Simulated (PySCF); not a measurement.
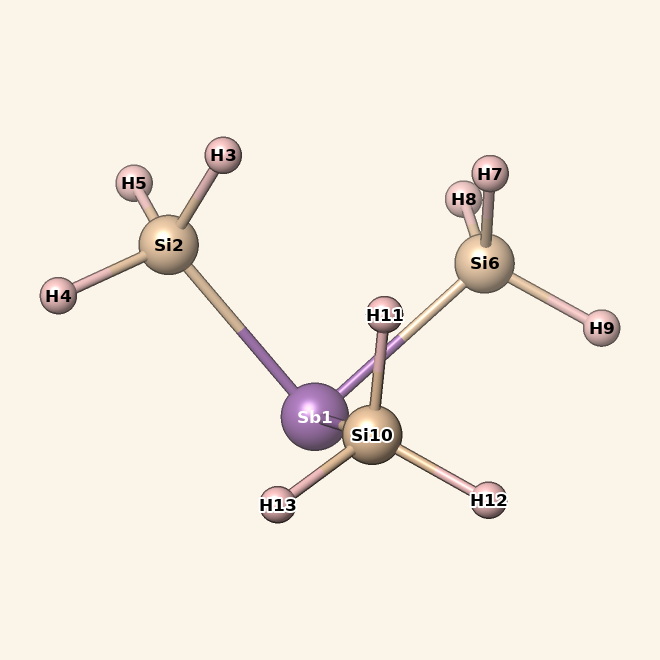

Sb1 lies behind Si10. The molecule seen a little off the Si10–Sb1 bond, Si10 in front. Atoms fade into the background with distance from the viewer. The geometry was computed by an optimisation with PBE0-D3(BJ)/def2-SVP. No frequency run is at hand to confirm it as a minimum.

> What is the torsion angle H11–Si10–Sb1–Si2? The sign is positive where the front bond must turn clockwise to cover the back bond.

−41°, synclinal (gauche).
